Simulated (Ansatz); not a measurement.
Ta, pressure series

The reference is Ta in the bcc (W type) structure (space group Im-3m, No. 229).

Space group Im-3m (No. 229); a = 3.320 Å, b = 3.320 Å, c = 3.320 Å, α = 90.00°, β = 90.00°, γ = 90.00°

| atom | site | symmetry | x | y | z |
|---|---|---|---|---|---|
| Ta | 2a | m-3m | 0.0000 | 0.0000 | 0.0000 |
(The calculation used a cell of 1 atom; values per cell refer to that cell.)

Cell and atoms are relaxed at each pressure.

Calculations: plane-wave PAW DFT at the PBE level (Ansatz, an electronic-structure program, 420 eV), spin-orbit coupling left out.

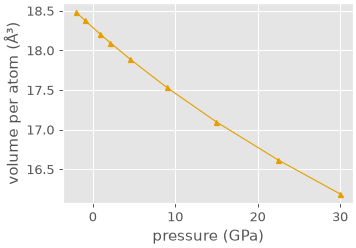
Fig. 1. Volume against pressure

Task: Estimate the zero-pressure bulk modulus from the plot.

Result: About 200 GPa; a third-order Birch–Murnaghan fit to the points gives V₀ = 18.29 Å³/atom, B₀ = 197 GPa and B₀′ = 3.7.

Measured bulk modulus of Ta: 198 GPa (static lattice; corrected from measurement; as listed in H. Levämäki et al., Physical Review B (2014)); the computed value is 1 % below it.

Load acts through the strain it causes; cell and atoms are relaxed under it. Whether these cells are dynamically stable was not tested. No other phases were tried under pressure. All final runs are without spin polarisation.
